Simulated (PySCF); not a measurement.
C$_{6}$H$_{18}$OSi$_{2}$, SMILES `C[Si](C)(C)O[Si](C)(C)C`.

PySCF calculation, TPSSh/6-31+G*, gas phase; geometry: GFN2-xTB. No frequency check shows the geometry to be a minimum.

Input script:

```python
import numpy as np
from pyscf import gto, scf, dft
from pyscf.scf import atom_ks, atom_hf
from scipy.linalg import block_diag

def solve(mol, dm0=None, hcore=None):
    mf = (dft.UKS if mol.spin else dft.RKS)(mol, xc='tpssh')
    mf.grids.level = 3
    mf = mf.density_fit(auxbasis='def2-universal-jkfit')
    mf.conv_tol, mf.max_cycle = 1e-8, 80
    if hcore is not None:
        mf.get_hcore = lambda *args: hcore
    mf.kernel(dm0)
    if not mf.converged:
        mf = mf.newton().run(mf.mo_coeff, mf.mo_occ, max_cycle=30)
    assert mf.converged, 'SCF not converged'
    return mf

mol = gto.M(atom='''
C      2.44543    -0.82815    -1.53207
Si     1.60773    -0.01599    -0.02803
C      2.05443     1.83194     0.09666
C      2.05313    -0.92273     1.58720
O      0.00010    -0.15121    -0.27661
Si    -1.60754    -0.01492    -0.02874
C     -2.06290     1.83466     0.01007
C     -2.44520    -0.90409    -1.48849
C     -2.04514    -0.84672     1.62861
H      2.16858    -1.87425    -1.61970
H      2.15697    -0.33626    -2.45592
H      3.52704    -0.77859    -1.45614
H      1.73045     2.37227    -0.78770
H      1.57587     2.29577     0.95410
H      3.12495     1.97949     0.19844
H      3.12103    -0.89838     1.77961
H      1.55486    -0.47265     2.44069
H      1.74990    -1.96453     1.54663
H     -1.57579     2.34242     0.83723
H     -3.13281     1.98189     0.11835
H     -1.75318     2.33240    -0.90389
H     -2.16630    -0.45385    -2.43610
H     -3.52675    -0.86117    -1.40878
H     -2.15898    -1.95052    -1.52823
H     -3.11438    -0.83168     1.81458
H     -1.72354    -1.88374     1.64149
H     -1.55983    -0.34579     2.46102
''', basis='6-31+g*', charge=0, spin=0, verbose=4)
mf = solve(mol)
mf.analyze()
# spherically averaged free atoms, for the promolecule
atm = atom_ks.get_atm_nrks(mol, xc='tpssh')
pro = block_diag(*[(atm[a[0]][2] * atm[a[0]][3]) @ atm[a[0]][2].T for a in mol._atom])
np.savez('result.npz', e=mf.e_tot, c=mf.mo_coeff, occ=mf.mo_occ, eps=mf.mo_energy, pro=pro, dip=mf.dip_moment(verbose=0), s2=mf.spin_square()[0])
```

Command:

```sh
OMP_NUM_THREADS=1 python input.py
```

The run took 83 s on 1 thread of Intel(R) Xeon(R) Platinum 8488C (Sapphire Rapids) (shared host), peak memory 0.95 GiB.

Partitions, critical points and surface values were worked out afterwards from this run's density.

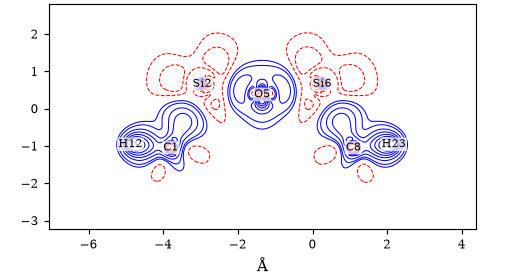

Deformation density (molecule less spherical, spin-averaged free atoms) in the plane of C1, Si2, O5, Si6, C8, H12 and H23; contours at ±0.05 to ±0.8 e/Å³; solid blue lines: gain, dashed red lines: loss.

Describe the bonding that the map shows.

C8–H23 and C1–H12: +0.59 e/Å³ at the bond critical point (bond length 1.08 Å). Si6–C8 and C1–Si2: +0.16 e/Å³ at the bond critical point (bond length 1.90 Å). Si2–O5 and O5–Si6: +0.02 e/Å³ at the bond critical point (bond length 1.63 Å); up to 0.6 Å beside the axis the gain reaches +0.29 e/Å³. In all, 5.6 electrons gather in the regions of gain relative to the promolecule. A small or negative value marks a very polar bond, one between electron-rich atoms, whose free-atom densities already overlap strongly, a long bond to a heavier atom, or a closed-shell contact such as a hydrogen bond.

Where do the Hirshfeld charges lie?

The highest Hirshfeld charge is on Si2 and Si6 (+0.43 e), the lowest on O5 (−0.32 e).

| atom | charge (e) |
| --- | --- |
| C1 | −0.19 |
| Si2 | +0.43 |
| C3 | −0.19 |
| C4 | −0.19 |
| O5 | −0.32 |
| Si6 | +0.43 |
| C7 | −0.19 |
| C8 | −0.19 |
| C9 | −0.19 |
| H10 | +0.03 |
| H11 | +0.03 |
| H12 | +0.03 |
| H13 | +0.03 |
| H14 | +0.03 |
| H15 | +0.03 |
| H16 | +0.03 |
| H17 | +0.03 |
| H18 | +0.03 |
| H19 | +0.03 |
| H20 | +0.03 |
| H21 | +0.03 |
| H22 | +0.03 |
| H23 | +0.03 |
| H24 | +0.03 |
| H25 | +0.03 |
| H26 | +0.03 |
| H27 | +0.03 |
